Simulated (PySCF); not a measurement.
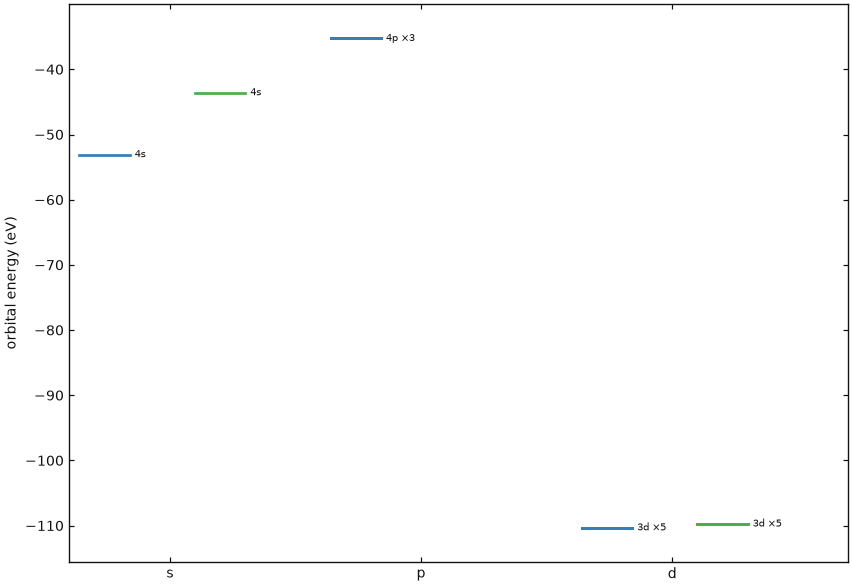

Orbital energies of the mean field, from the top down to −110.3 eV, by angular momentum, α spin at the left of each column and β at the right; ×n counts the orbitals under one label. The highest filled orbital is 4p α at −35.3 eV, the lowest empty one p β at −16.9 eV.

**Run report: Br²⁺, atomic calculation**

- system: Br²⁺, configuration 1s2 2s2 2p6 3s2 3p6 3d10 4s2 4p3, multiplicity 4.
- method: unrestricted HF, Sapporo-DKH3-DZP-2012, spin-free X2C-1e, Gaussian nucleus (PySCF)

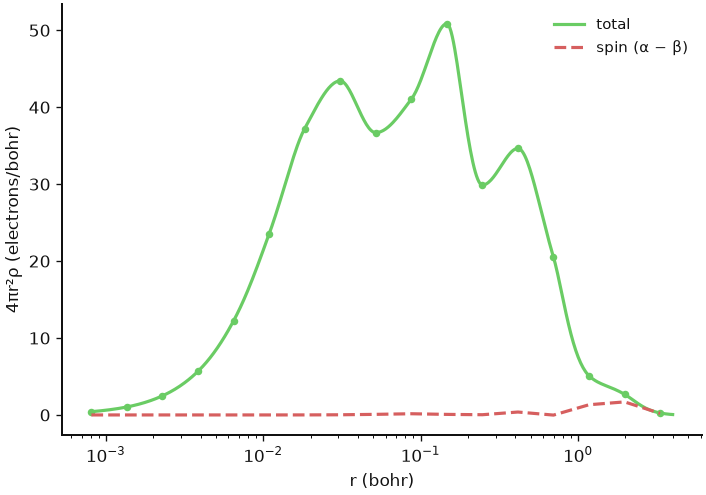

Spherically averaged radial density 4πr²ρ of the mean field and its spin part; markers are the stored points, which are sparse, and the line is a monotone interpolation between them. The largest stored value is 50.9 electrons/bohr at r = 0.15 bohr. Root-mean-square radii of the shells: 2s 0.205, 3s 0.588, 3p 0.607, 3d 0.649, 4s 1.72, 4p 1.98 bohr.

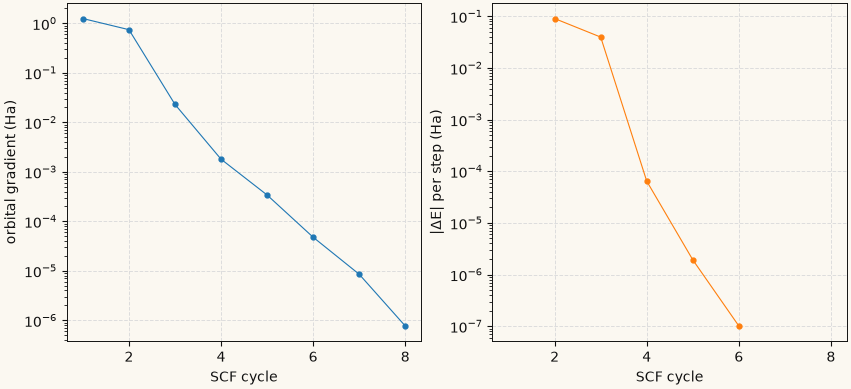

Convergence: orbital gradient and change of the energy from step to step (the smallest changes aren't drawn) against the SCF cycle. The residual falls at every step. It goes from 1.2 to 7.7×10⁻⁷ in 8 steps.

These pictures come from the run below.

**The input**
```python
from pyscf import gto, scf, dft, mp, cc
import basis_set_exchange as bse
mol = gto.M(atom="Br 0 0 0", charge=2, spin=3, symmetry="D2h",
            basis=gto.basis.parse(bse.get_basis("Sapporo-DKH3-DZP-2012", elements=["Br"], fmt="nwchem", header=False)),
            nucmod="G")
mf = scf.UHF(mol).sfx2c1e()
mf.irrep_nelec = {'Ag': (6, 6), 'B1g': (1, 1), 'B2g': (1, 1), 'B3g': (1, 1), 'B1u': (3, 2), 'B2u': (3, 2), 'B3u': (3, 2)}
mf.kernel()
```

The script is an equivalent of what the driver set up; the driver computed the properties (radii, ⟨L²⟩, response) afterwards. It also set what the script leaves out: max_cycle = 50, level_shift = 0.1, guess = sap. It held the occupations shell by shell, which the script's counts by irreducible representation don't always enforce.

Launched within a batch (the task file carries these settings):
```bash
OMP_NUM_THREADS=1 python <driver script> TASK.json OUT
```

**The program's output (extracts)**
```
damping factor = 0
level_shift factor = 0.1
DIIS = <class 'pyscf.scf.diis.CDIIS'>
diis_start_cycle = 1
diis_space = 10
diis_damp = 0
SCF conv_tol = 1e-09
SCF conv_tol_grad = None
number electrons alpha = 18  beta = 15
irrep_nelec {'Ag': (6, 6), 'B1g': (1, 1), 'B2g': (1, 1), 'B3g': (1, 1), 'Au': (0, 0), 'B1u': (3, 2), 'B2u': (3, 2), 'B3u': (3, 2)}
alpha HOMO (B1u) = -1.29188975059059  LUMO (Ag) = -0.493859113158705

WARN: HOMO -1.29188975059059 >= LUMO -1.67934242967281

cycle= 1 E= -2603.08381546732  delta_E= -2.15  |g|= 1.25  |ddm|= 2.44
alpha HOMO (B3u) = -1.25288033345207  LUMO (B1u) = -0.0796698534449352
  HOMO = -1.25288033345  LUMO = -0.583850100496  gap/eV = 18.20524
cycle= 2 E= -2603.17442187121  delta_E= -0.0906  |g|= 0.745  |ddm|= 0.452
alpha HOMO (B3u) = -1.2894237896858  LUMO (B1u) = -0.086795895713875
  HOMO = -1.28942378969  LUMO = -0.615488745104  gap/eV = 18.33871
cycle= 3 E= -2603.21407340558  delta_E= -0.0397  |g|= 0.023  |ddm|= 0.145
alpha HOMO (B3u) = -1.29560372212877  LUMO (B1u) = -0.087376191643223
  HOMO = -1.29560372213  LUMO = -0.62027527937  gap/eV = 18.37662
cycle= 4 E= -2603.21413770236  delta_E= -6.43e-05  |g|= 0.0018  |ddm|= 0.0124
alpha HOMO (B3u) = -1.2958111282578  LUMO (B1u) = -0.0872873812691566
  HOMO = -1.29581112826  LUMO = -0.62003347921  gap/eV = 18.38885
cycle= 5 E= -2603.21413963035  delta_E= -1.93e-06  |g|= 0.00034  |ddm|= 0.00322
alpha HOMO (B3u) = -1.29591756354978  LUMO (B1u) = -0.0872707061509175
  HOMO = -1.29591756355  LUMO = -0.620018378195  gap/eV = 18.39215
cycle= 6 E= -2603.21413973155  delta_E= -1.01e-07  |g|= 4.77e-05  |ddm|= 0.000827
alpha HOMO (B3u) = -1.29593089199213  LUMO (B1u) = -0.087269952327496
  HOMO = -1.29593089199  LUMO = -0.620016999048  gap/eV = 18.39255
cycle= 7 E= -2603.21413973383  delta_E= -2.28e-09  |g|= 8.52e-06  |ddm|= 0.000123
alpha HOMO (B3u) = -1.29593216959353  LUMO (B1u) = -0.0872695871487181
  HOMO = -1.29593216959  LUMO = -0.62001538349  gap/eV = 18.39263
cycle= 8 E= -2603.21413973389  delta_E= -6e-11  |g|= 7.68e-07  |ddm|= 2.06e-05
converged SCF energy = -2603.21413973389  <S^2> = 3.7505715  2S+1 = 4.0002858
```

**Results in brief**

| quantity | value |
| --- | --- |
| outcome | converged |
| total energy | −2603.2141 hartree |
| ⟨S²⟩ | 3.751 |
| SCF iterations | 8 |
| hardware | 1 thread of Arm Neoverse V2, 23 GiB of memory available, shared host |

**Remarks**

Limits: level shift left on, which raises the virtual orbital energies.
